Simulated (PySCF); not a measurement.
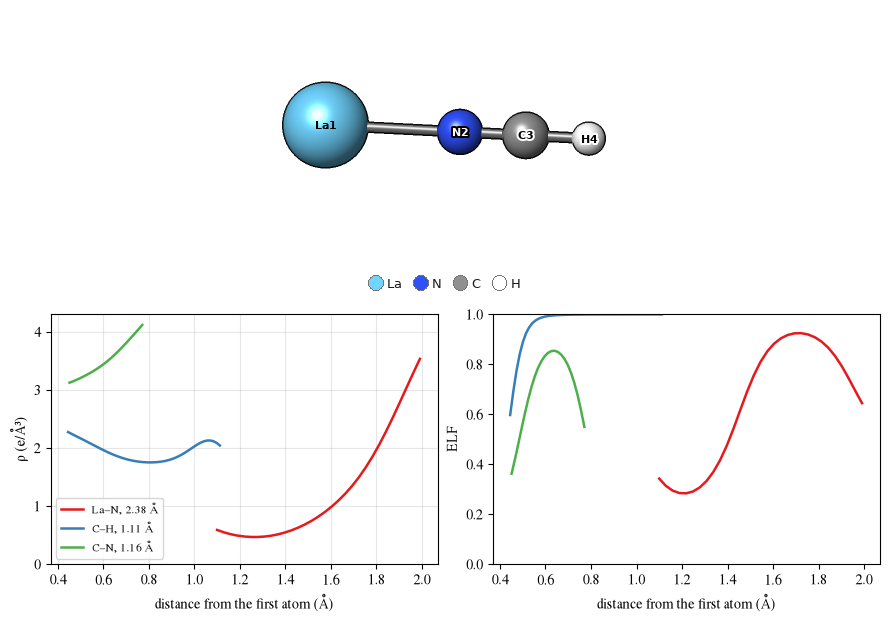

The picture shows: CHLaN (charge +3). Electron density and ELF along straight lines between neighbouring atoms. The curves leave out the atomic cores. The structure is drawn too.

Core potentials replace the inner electrons of La.

Computed with RKS PBE0, La def2-SVP with ECP46, N def2-SVP, C def2-SVP, H def2-SVP; non-relativistic Hamiltonian with scalar-relativistic core potentials where named; density fitting in PySCF.

```xyz
4

La    0.0000    0.0000   -0.3543
N     0.0000    0.0000    2.0231
C     0.0000    0.0000    3.1867
H     0.0000    0.0000    4.2986
```

Q: What kind of bonding do the profiles show?

A: La–N (2.38 Å): ρ is about 0.49 e/Å³ halfway; the ELF peaks at about 0.90 in the valence shell of N, 0.7 Å from its nucleus, and drops to about 0.30 between the two atoms; a largely ionic contact.
C–H (1.11 Å): the density is about 2.1 e/Å³ at the midpoint; the ELF is about 1 at the midpoint; a covalent bond by its length.
C–N (1.16 Å): ρ at the midpoint is about 3.4 e/Å³; the ELF peaks at about 0.85 between the atoms (a multiple bond).
